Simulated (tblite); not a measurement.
**C2H7OSi (charge −1): frequency calculation**

System: C2H7OSi, charge −1, SMILES C[Si-](C)O.
Method: GFN2-xTB harmonic vibrations, gas phase (tblite 0.8.0).

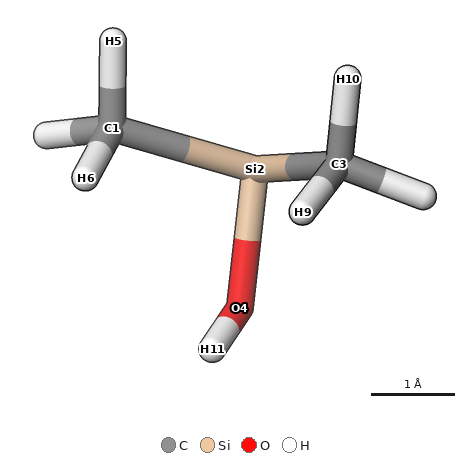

The input geometry (stick view, seen at a tilt; atoms are numbered from 1 in the order of the input).

**Results in brief**

| quantity | value |
| --- | --- |
| outcome | converged |
| total energy | −375.3407 eV |
| zero-point energy | 52.8850 kcal/mol |
| hardware | 1 CPU thread, shared host |
| peak memory | 0.31 GiB |

**Input file**
```
{"job": {"kind": "ir", "xc": "GFN2-xTB", "basis": "xTB"}, "charge": -1, "multiplicity": 1}
C     -1.363763     0.682094     0.118882
Si    -0.071760    -0.424590    -0.816358
C      1.514893     0.209636     0.105615
O     -0.320524    -1.948042    -0.101281
H     -1.239680     1.731572    -0.162192
H     -1.306356     0.635726     1.217530
H     -2.384934     0.402417    -0.157355
H      2.389283    -0.387418    -0.171597
H      1.452089     0.192624     1.204979
H      1.734575     1.240854    -0.184999
H     -0.316680    -1.956559     0.861196
```

The first line tells a small driver script what to run in tblite; the rest is the geometry in Å.

Launched with:
```bash
OMP_NUM_THREADS=1 python <driver script> task.json out
```

**Output**
```
mode    cm-1     km/mol
  1     131.4      0.05
  2     141.6      0.02
  3     201.0      1.08
  4     204.6      2.73
  5     271.6     12.73
  6     358.6     97.83
  7     599.5     25.19
  8     630.6     92.69
  9     657.6    165.39
 10     752.9      3.24
 11     768.6     46.71
 12     772.8     68.45
 13     791.8     77.16
 14     890.0     72.24
 15    1379.1     12.37
 16    1383.7      9.49
 17    1539.9      6.71
 18    1542.7     11.37
 19    1558.2      0.23
 20    1565.6     20.21
 21    2812.1      4.18
 22    2827.5    442.00
 23    2921.5    141.76
 24    2930.0    211.87
 25    2942.8    101.36
 26    2951.1    111.13
 27    3466.6    181.48
ZPE 221.271  H(298)-E 242.023  G(298)-E 143.270 kJ/mol  S 331.22 J/(mol K)
```

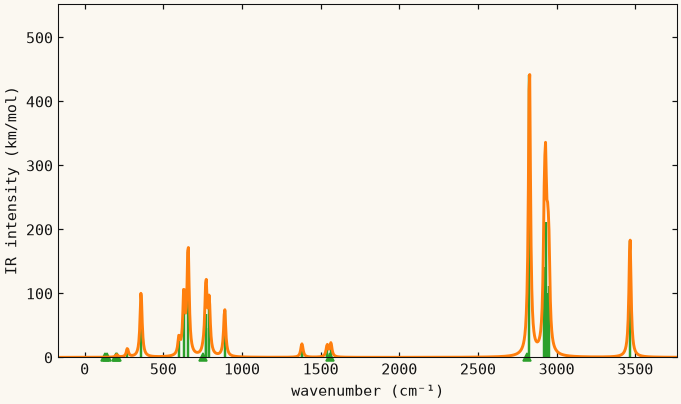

Harmonic infrared spectrum, unscaled: sticks (degenerate modes added up, dark ones marked on the axis) with a Lorentzian envelope of 16 cm⁻¹ full width, scaled to the tallest stick. 27 modes from 131 to 3467 cm⁻¹, none imaginary. The strongest line is at 2828 cm⁻¹ (442 km/mol).
